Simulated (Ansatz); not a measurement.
**C2H8AlIn: small, medium and large basis sets**

Aim: see how fast density functionals converge with the basis set for C2H8AlIn.

The runs use Ansatz 0.2.0, Gaussian basis; one geometry, several basis sets.

Levels to be run: PBE0-D4/def2-SVP; ωB97M-V/def2-SVP; PBE0-D4/def2-QZVPP; ωB97M-V/def2-QZVPP; the functionals' def2-TZVPP values are taken from earlier runs.

### Step 1. Structure used throughout

An earlier PBE0-D4 in a triple-zeta def2 set relaxation fixed the geometry. In takes the def2 core potential; no spin-orbit term is included.

SMILES `[CH3][Al]([CH3])[InH2]`, 12 atoms, charge 0, spin multiplicity 1.

Atoms are counted from 1 here; the program's logs count them from 0.

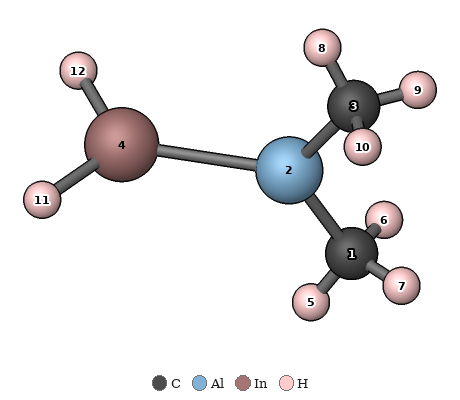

The geometry (carbon dark grey, aluminium light blue, indium brown, hydrogen pink); atoms are numbered from 1 in the order of the file.

### Step 2. PBE0-D4 in def2-SVP

File in.yaml:

```yaml
crystal:
  periodic: [false, false, false]
  atoms:
    - {symbol: C, position_ang: [-0.493397, 1.884400, -0.385911]}
    - {symbol: Al, position_ang: [0.023798, 0.036068, 0.018430]}
    - {symbol: C, position_ang: [1.503009, -0.250029, 1.274452]}
    - {symbol: In, position_ang: [-1.252770, -2.029092, -1.103720]}
    - {symbol: H, position_ang: [-1.041089, 1.997892, -1.324180]}
    - {symbol: H, position_ang: [-1.145386, 2.259249, 0.413181]}
    - {symbol: H, position_ang: [0.377874, 2.546530, -0.414342]}
    - {symbol: H, position_ang: [1.528873, -1.249359, 1.714524]}
    - {symbol: H, position_ang: [1.482364, 0.482601, 2.087727]}
    - {symbol: H, position_ang: [2.455029, -0.105430, 0.748428]}
    - {symbol: H, position_ang: [-0.770098, -2.782513, -2.599445]}
    - {symbol: H, position_ang: [-2.668189, -2.790328, -0.429144]}
basis:
  gaussian: {orbitals: def2-SVP}
hamiltonian: {xc: pbe0, dispersion: d4}
output: {orbitals: {seedname: orbitals}}
```

Command:

```console
> ansatz run in.yaml --threads 4 --pin off --events-out ev --progress --plain --max-ram 10444MiB
```

The log of the run:

```text
Functional definition: PBE0
  name "PBE0"
  cite "Adamo & Barone, J. Chem. Phys. 110, 6158 (1999) doi:10.1063/1.478522"
  cite "Perdew, Burke & Ernzerhof, Phys. Rev. Lett. 77, 3865 (1996) doi:10.1103/PhysRevLett.77.3865"
  parent pbe
  parameter a = 0.25
  parameter kappa = 0.804
  parameter beta = 0.06672455060314922
  exchange = (1 - a)*pbe_x(kappa = kappa, mu = beta*pi^2/3) + a*exact_x
  correlation = pbe_c(beta = beta)
1373 factors; their error is unknown
mean field evaluation 1: about -13955.4724 eV, gradient 6.2e1 eV
mean field evaluation 2: about -13948.0713 eV, gradient 7.5e1 eV
mean field evaluation 4: about -13965.0996 eV, gradient 2.3e0 eV
mean field evaluation 8: about -13965.1177 eV, gradient 7.0e-2 eV
mean field evaluation 16: about -13965.3299 eV, gradient 4.2e-5 eV
mean field -13965.32988034 eV, -513.2164070619 hartree, gradient 4.2e-5 eV, S^2 0.000000; 0 other end points of the search recorded, 0 dependent functions left out
reference -13965.32992069 eV, -513.2164085448 hartree; 27, 27 occupied and 85, 85 virtual orbitals, 1373 factors
Total energy: -13965.51233942 eV, -513.2231123096 hartree
```

It took 0.5 s on 4 threads of AMD EPYC 9R45, shared host; peak memory 0.28 GiB.

### Step 3. ωB97M-V in def2-SVP

Edit in.yaml of step 2 so:

```diff
@@ -17,3 +17,3 @@
   gaussian: {orbitals: def2-SVP}
-hamiltonian: {xc: pbe0, dispersion: d4}
+hamiltonian: {xc: {name: wB97M-V}}
 output: {orbitals: {seedname: orbitals}}
```

The command is unchanged.

The log of the run, cut to the lines that bear on the results:

```text
Functional definition: wB97M-V
  name "wB97M-V"
  cite "Mardirossian & Head-Gordon, J. Chem. Phys. 144, 214110 (2016) doi:10.1063/1.4952647"
  cite "Becke, J. Chem. Phys. 107, 8554 (1997) doi:10.1063/1.475007"
  cite "Vydrov & Van Voorhis, J. Chem. Phys. 133, 244103 (2010) doi:10.1063/1.3521275"
  # Of w^i u^j: cxij and so on, Table III.
[...]
  gx(w, u) = 1 - cx + cx01*u + cx10*w
  gss(w, u) = css00 + css04*u^4 + css10*w + css20*w^2 + css43*w^4*u^3
  gos(w, u) = cos00 + cos10*w + (cos20 + cos21*u)*w^2 + (cos60 + cos61*u)*w^6
[...]
      + integral(e_c_pw_mod_opposite_spin*gos(b97_w_opposite, b97_u_opposite)) + vv10(b, c)
1316 factors; their error is unknown
369 factors; integrals over basis functions are off by at most 8.4e-6 eV
[...]
mean field -13967.47561186 eV, -513.2952612409 hartree, gradient 7.1e-5 eV, S^2 0.000000; 0 other end points of the search recorded, 0 dependent functions left out
reference -13967.47567571 eV, -513.2952635875 hartree; 27, 27 occupied and 85, 85 virtual orbitals, 1316 factors
Total energy: -13967.47567571 eV, -513.2952635875 hartree
```

It took 1.6 s on 4 threads of AMD EPYC 9R45, shared host; peak memory 0.39 GiB.

### Step 4. PBE0-D4 in def2-QZVPP

Edit in.yaml of step 3 so:

```diff
@@ -16,4 +16,4 @@
 basis:
-  gaussian: {orbitals: def2-SVP}
-hamiltonian: {xc: {name: wB97M-V}}
+  gaussian: {orbitals: "def2-QZVPP.json"}
+hamiltonian: {xc: pbe0, dispersion: d4}
 output: {orbitals: {seedname: orbitals}}
```

The command is unchanged.

The log of the run:

```text
Functional definition: PBE0
  name "PBE0"
  cite "Adamo & Barone, J. Chem. Phys. 110, 6158 (1999) doi:10.1063/1.478522"
  cite "Perdew, Burke & Ernzerhof, Phys. Rev. Lett. 77, 3865 (1996) doi:10.1103/PhysRevLett.77.3865"
  parent pbe
  parameter a = 0.25
  parameter kappa = 0.804
  parameter beta = 0.06672455060314922
  exchange = (1 - a)*pbe_x(kappa = kappa, mu = beta*pi^2/3) + a*exact_x
  correlation = pbe_c(beta = beta)
1755 factors; their error is unknown
mean field evaluation 1: about -13957.0882 eV, gradient 7.7e1 eV
mean field evaluation 2: about -13937.1188 eV, gradient 1.0e2 eV
mean field evaluation 4: about -13970.5424 eV, gradient 6.4e0 eV
mean field evaluation 8: about -13970.6776 eV, gradient 3.3e-1 eV
mean field evaluation 16: about -13970.6777 eV, gradient 6.0e-5 eV
mean field -13970.67771258 eV, -513.4129362720 hartree, gradient 6.0e-5 eV, S^2 0.000000; 0 other end points of the search recorded, 0 dependent functions left out
reference -13970.67776730 eV, -513.4129382828 hartree; 27, 27 occupied and 479, 479 virtual orbitals, 1755 factors
Total energy: -13970.86018603 eV, -513.4196420476 hartree
```

Wall time 3.5 s (4 threads of AMD EPYC 9R45, shared host); peak memory 1.9 GiB.

### Step 5. ωB97M-V in def2-QZVPP

Edit in.yaml of step 4 so:

```diff
@@ -17,3 +17,3 @@
   gaussian: {orbitals: "def2-QZVPP.json"}
-hamiltonian: {xc: pbe0, dispersion: d4}
+hamiltonian: {xc: {name: wB97M-V}}
 output: {orbitals: {seedname: orbitals}}
```

Same command.

The log of the run, cut to the lines that bear on the results:

```text
Functional definition: wB97M-V
  name "wB97M-V"
  cite "Mardirossian & Head-Gordon, J. Chem. Phys. 144, 214110 (2016) doi:10.1063/1.4952647"
  cite "Becke, J. Chem. Phys. 107, 8554 (1997) doi:10.1063/1.475007"
  cite "Vydrov & Van Voorhis, J. Chem. Phys. 133, 244103 (2010) doi:10.1063/1.3521275"
  # Of w^i u^j: cxij and so on, Table III.
[...]
  gx(w, u) = 1 - cx + cx01*u + cx10*w
  gss(w, u) = css00 + css04*u^4 + css10*w + css20*w^2 + css43*w^4*u^3
  gos(w, u) = cos00 + cos10*w + (cos20 + cos21*u)*w^2 + (cos60 + cos61*u)*w^6
[...]
      + integral(e_c_pw_mod_opposite_spin*gos(b97_w_opposite, b97_u_opposite)) + vv10(b, c)
1672 factors; their error is unknown
474 factors; integrals over basis functions are off by at most 8.7e-6 eV
[...]
mean field -13973.03284243 eV, -513.4994856976 hartree, gradient 7.6e-5 eV, S^2 0.000000; 0 other end points of the search recorded, 0 dependent functions left out
reference -13973.03293211 eV, -513.4994889931 hartree; 27, 27 occupied and 479, 479 virtual orbitals, 1672 factors
Total energy: -13973.03293211 eV, -513.4994889931 hartree
```

It took 7 s on 4 threads of AMD EPYC 9R45, shared host; peak memory 2.3 GiB.

### Step 6. Functionals by basis

The def2-TZVPP values come from earlier runs at the same geometry.

```tsv
functional	basis	functions	energy (eV)	from the largest (eV)	HOMO (eV)	LUMO (eV)
PBE0-D4	def2-SVP	112	-13965.5123	5.348	-6.39	-1.86
PBE0-D4	def2-TZVPP	266	-13970.4830	0.377	-6.42	-1.91
PBE0-D4	def2-QZVPP	506	-13970.8602	0.000	-6.43	-1.92
ωB97M-V	def2-SVP	112	-13967.4757	5.557	-8.32	-0.27
ωB97M-V	def2-TZVPP	266	-13972.6564	0.377	-8.37	-0.41
ωB97M-V	def2-QZVPP	506	-13973.0329	0.000	-8.38	-0.45
```

### Step 7. Results

| quantity | value |
| --- | --- |
| PBE0-D4: double and triple zeta above quadruple | 5.35, 0.38 eV |
| ωB97M-V: double and triple zeta above quadruple | 5.56, 0.38 eV |

What this shows: For PBE0-D4 the step from double to triple zeta gains 4.97 eV and the next only 0.38 eV. Total energies overstate the basis error of differences, where much of it tends to cancel.

For PBE0-D4 the largest set took about 7 times as long as the smallest (3.5 s against 0.5 s).
